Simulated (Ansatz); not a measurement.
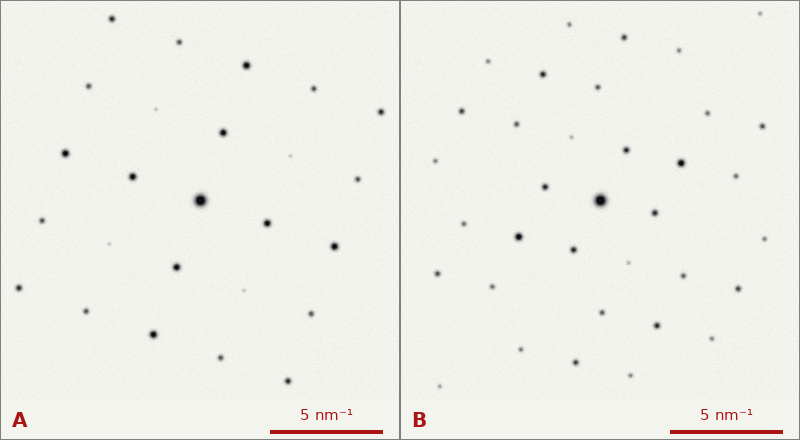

Kinematic electron diffraction patterns (200 kV, B = 0.5 Å², same scale, each along a low-index zone) of two structures of composition Sc2I, each relaxed at zero pressure with DFT PBE, scalar-relativistic, plane waves, PAW (Ansatz). The runs are not spin-polarised.

The structures (standard cells):
1. I4/mmm (No. 139), a = 4.983 Å, c = 6.442 Å, 6 atoms; generated start, possibly hypothetical
2. Fd-3m (No. 227), a = 8.829 Å, 24 atoms; generated start, possibly hypothetical

**Which pattern belongs to which structure, and along which zone?**

A is structure 2 along [001] or an equivalent direction: square net of 2 -2 0 at d = 3.12 Å and 2 2 0 at d = 3.12 Å, 90.0° apart (some points of this net are extinct or too weak to see). B is structure 1 along [100] or an equivalent direction: centred rectangular net of 0 1 -1 at d = 3.94 Å and 0 1 1 at d = 3.94 Å, 75.4° apart (some points of this net are extinct or too weak to see).

**Rank the structures by their computed energy.**

Structure 1 (I4/mmm, 26.67 Å³ an atom) is the lowest of these; structure 2 (Fd-3m, 28.68 Å³ an atom) lies about 29 meV an atom higher. These are static energies at 0 K; other structures, not shown, may lie lower still.
